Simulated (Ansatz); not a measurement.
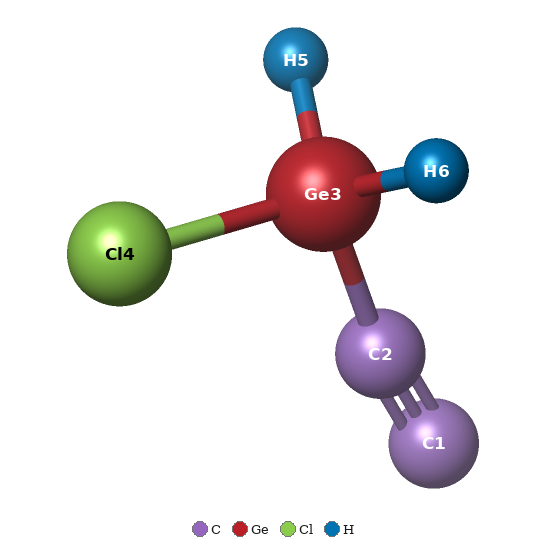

Atoms carry their numbers in the input. Charge 0, doublet. Computed geometry: PBE-D4/def2-SVP optimisation. No frequency run is at hand to confirm it as a minimum.

How are the neighbours of atom 3 arranged?

Answer. Ge3 has 4 neighbours (C2 at 1.91, Cl4 at 2.18, H5 at 1.54, H6 at 1.54 Å); the arrangement is tetrahedral.
